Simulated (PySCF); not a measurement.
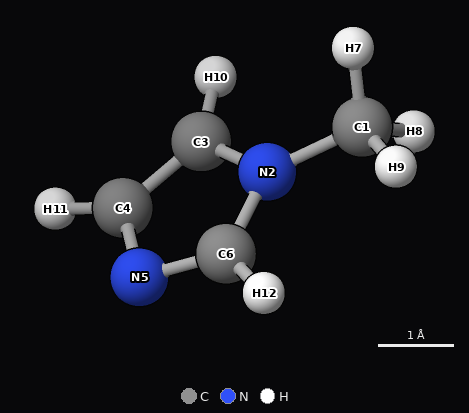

**Figure 1.** The structure as given in the input (ball-and-stick view, seen at a tilt; atoms are numbered from 1 in the order of the input). Bond lengths as drawn: C–C 1.38 Å, C–H 1.09 to 1.10 Å and C–N 1.31 to 1.44 Å.

## What a change does: NMR shielding calculation on C4H6N2

System: C4H6N2, SMILES Cn1ccnc1.
Method of run A: GIAO KT2/pcSseg-2 NMR shielding, non-relativistic, gas phase (PySCF 2.14.0).

The geometry comes from this level: PBE0-D3(BJ)/def2-SVP. Text and figures count atoms from 1; the logs count them from 0 in places.

## Input, run A
```
{"job": {"kind": "nmr", "xc": "KT2", "basis": "pcSseg-2", "pop": false}, "charge": 0, "multiplicity": 1}
C     -1.603119    -0.210826     0.423481
N     -0.232941     0.037240     0.059220
C      0.766453    -0.896297    -0.058993
C      1.883193    -0.191581    -0.444185
N      1.591104     1.136626    -0.564847
C      0.322626     1.240158    -0.257345
H     -1.667656    -0.689350     1.412298
H     -2.100109    -0.857357    -0.315885
H     -2.141978     0.744570     0.466332
H      0.596674    -1.951968     0.139872
H      2.881963    -0.580882    -0.639566
H     -0.262382     2.161155    -0.242004
```

The first line tells a small driver script what to run in PySCF; the rest is the geometry in Å.

Command:
```bash
OMP_NUM_THREADS=1 python <driver script> task.json out
```

Hardware: 1 CPU thread, shared host.

## Output (run A)
```
coarse grid: 10192 points
cycle   1  E = -270.1002621842  dE =  8.687e-01  |g| = 4.881e-01  |ddm| = 2.597e+00
cycle   2  E = -269.8814268273  dE =  2.188e-01  |g| = 1.048e+00  |ddm| = 1.838e+00
cycle   3  E = -270.1536636739  dE = -2.722e-01  |g| = 2.245e-01  |ddm| = 1.427e+00
cycle   4  E = -270.1651625929  dE = -1.150e-02  |g| = 6.234e-02  |ddm| = 1.867e-01
cycle   5  E = -270.1658933298  dE = -7.307e-04  |g| = 3.149e-02  |ddm| = 6.337e-02
cycle   6  E = -270.1661109917  dE = -2.177e-04  |g| = 8.756e-03  |ddm| = 2.471e-02
cycle   7  E = -270.1661277805  dE = -1.679e-05  |g| = 2.831e-03  |ddm| = 7.420e-03
cycle   8  E = -270.1661296890  dE = -1.909e-06  |g| = 5.463e-04  |ddm| = 2.515e-03
final grid: 99048 points
cycle   9  E = -270.1835581430  dE = -4.543e-04  |g| = 8.654e-03  |ddm| = 2.354e-01
cycle  10  E = -270.1835459723  dE =  1.217e-05  |g| = 1.030e-02  |ddm| = 1.824e-02
cycle  11  E = -270.1835737529  dE = -2.778e-05  |g| = 1.884e-03  |ddm| = 1.086e-02
cycle  12  E = -270.1835742328  dE = -4.799e-07  |g| = 1.242e-03  |ddm| = 2.020e-03
cycle  13  E = -270.1835746103  dE = -3.776e-07  |g| = 2.564e-04  |ddm| = 1.015e-03
cycle  14  E = -270.1835746236  dE = -1.327e-08  |g| = 1.058e-04  |ddm| = 2.274e-04
cycle  15  E = -270.1835746261  dE = -2.493e-09  |g| = 3.102e-05  |ddm| = 9.870e-05
cycle  16  E = -270.1835746263  dE = -2.123e-10  |g| = 1.189e-05  |ddm| = 3.125e-05
converged SCF energy = -270.1835746263

GIAO shielding tensors (ppm)
atom      isotropic    diamagn.    paramagn.     s11        s22        s33       span
  0 C      148.517     240.983     -92.466    127.999    131.628    185.923     57.924
  1 N       79.692     322.196    -242.504    -32.611    101.133    170.554    203.164
  2 C       65.848     260.074    -194.226    -10.215     75.118    132.642    142.857
  3 C       50.779     256.262    -205.483    -22.481     53.404    121.414    143.894
  4 N      -25.552     320.585    -346.136   -219.759    -86.711    229.815    449.574
  5 C       48.135     257.203    -209.067    -16.987     68.102     93.291    110.279
  6 H       27.494      29.321      -1.828     23.155     25.731     33.595     10.440
  7 H       27.517      29.318      -1.800     23.306     25.506     33.739     10.433
  8 H       27.565      29.749      -2.184     22.991     27.295     32.409      9.418
  9 H       24.270      31.693      -7.423     22.400     24.077     26.332      3.932
 10 H       23.983      29.374      -5.392     21.632     24.428     25.887      4.255
 11 H       24.100      30.837      -6.737     20.995     24.588     26.718      5.722
```

For run B the input was changed thus:
```diff
-"xc": "KT2"
+"xc": "PBE0"
```

Predict how the results change.

The total energies belong to different methods, so their difference says nothing on which is more stable or more accurate. The HOMO goes from −5.54 to −6.59 eV. The LUMO goes from −0.46 to 0.41 eV. The dipole moment goes from 3.98 to 4.14 D. Of all shieldings, the largest change is that of N5, by −17.7 ppm. The functional changes from KT2 to PBE0. Exact exchange removes part of the self-interaction error of semilocal functionals, which pushes filled and empty levels apart. The SCF takes 14 iterations against 16.

## Output (run B)
```
coarse grid: 10192 points
cycle   1  E = -265.2641232454  dE =  1.047e+00  |g| = 4.159e-01  |ddm| = 2.436e+00
cycle   2  E = -265.1839625609  dE =  8.016e-02  |g| = 7.353e-01  |ddm| = 1.046e+00
cycle   3  E = -265.3080888544  dE = -1.241e-01  |g| = 9.595e-02  |ddm| = 6.613e-01
cycle   4  E = -265.3099054960  dE = -1.817e-03  |g| = 3.841e-02  |ddm| = 8.324e-02
cycle   5  E = -265.3102302635  dE = -3.248e-04  |g| = 1.214e-02  |ddm| = 3.365e-02
cycle   6  E = -265.3102599013  dE = -2.964e-05  |g| = 4.242e-03  |ddm| = 9.695e-03
cycle   7  E = -265.3102639359  dE = -4.035e-06  |g| = 5.590e-04  |ddm| = 2.772e-03
final grid: 99048 points
cycle   8  E = -265.3160604904  dE = -9.530e-05  |g| = 6.766e-03  |ddm| = 4.575e-02
cycle   9  E = -265.3160582788  dE =  2.212e-06  |g| = 7.532e-03  |ddm| = 1.144e-02
cycle  10  E = -265.3160718162  dE = -1.354e-05  |g| = 1.015e-03  |ddm| = 6.025e-03
cycle  11  E = -265.3160720043  dE = -1.881e-07  |g| = 3.606e-04  |ddm| = 7.792e-04
cycle  12  E = -265.3160720289  dE = -2.464e-08  |g| = 1.044e-04  |ddm| = 2.517e-04
cycle  13  E = -265.3160720306  dE = -1.721e-09  |g| = 5.259e-05  |ddm| = 9.349e-05
cycle  14  E = -265.3160720312  dE = -5.849e-10  |g| = 8.954e-06  |ddm| = 3.177e-05
converged SCF energy = -265.3160720312

GIAO shielding tensors (ppm)
atom      isotropic    diamagn.    paramagn.     s11        s22        s33       span
  0 C      150.089     241.967     -91.877    130.606    133.239    186.424     55.818
  1 N       75.481     324.586    -249.106    -43.748     96.275    173.916    217.664
  2 C       58.273     258.918    -200.645    -25.446     67.580    132.685    158.131
  3 C       42.675     255.855    -213.180    -39.262     43.204    124.081    163.343
  4 N      -43.282     323.158    -366.440   -259.616   -108.399    238.168    497.784
  5 C       39.460     256.981    -217.522    -34.282     57.602     95.059    129.341
  6 H       27.675      29.390      -1.715     23.297     25.889     33.838     10.540
  7 H       27.697      29.376      -1.679     23.447     25.670     33.974     10.527
  8 H       27.657      29.638      -1.980     22.902     27.405     32.665      9.762
  9 H       24.288      32.391      -8.103     22.117     24.010     26.737      4.620
 10 H       23.945      30.869      -6.924     21.501     24.164     26.172      4.671
 11 H       24.049      31.459      -7.410     20.724     24.475     26.948      6.224
```

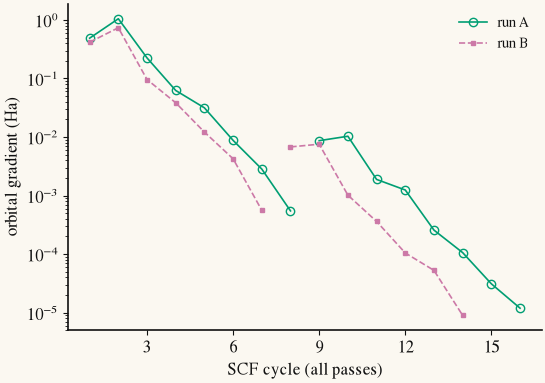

**Figure 2.** Convergence of the two runs: orbital gradient against the SCF cycle. A break in a curve parts two SCF passes (coarse and final grid). Run A takes 16 cycles in all, and run B takes 14.

## The two runs side by side

| quantity | run A | run B |
| --- | --- | --- |
| outcome | converged | converged |
| total energy (hartree) | −270.183575 | −265.316072 |
| HOMO (eV) | −5.54 | −6.59 |
| LUMO (eV) | −0.46 | 0.41 |
| dipole moment (D) | 3.98 | 4.14 |
| shielding of C1 (ppm) | 148.5 | 150.1 |
| shielding of N2 (ppm) | 79.7 | 75.5 |
| shielding of C3 (ppm) | 65.8 | 58.3 |
| shielding of C4 (ppm) | 50.8 | 42.7 |
| shielding of N5 (ppm) | −25.6 | −43.3 |
| shielding of C6 (ppm) | 48.1 | 39.5 |
| shielding of H7 (ppm) | 27.5 | 27.7 |
| SCF iterations | 16 | 14 |
| basis functions | 300 | 300 |
| wall time (shared host) | 43 s | 29 s |
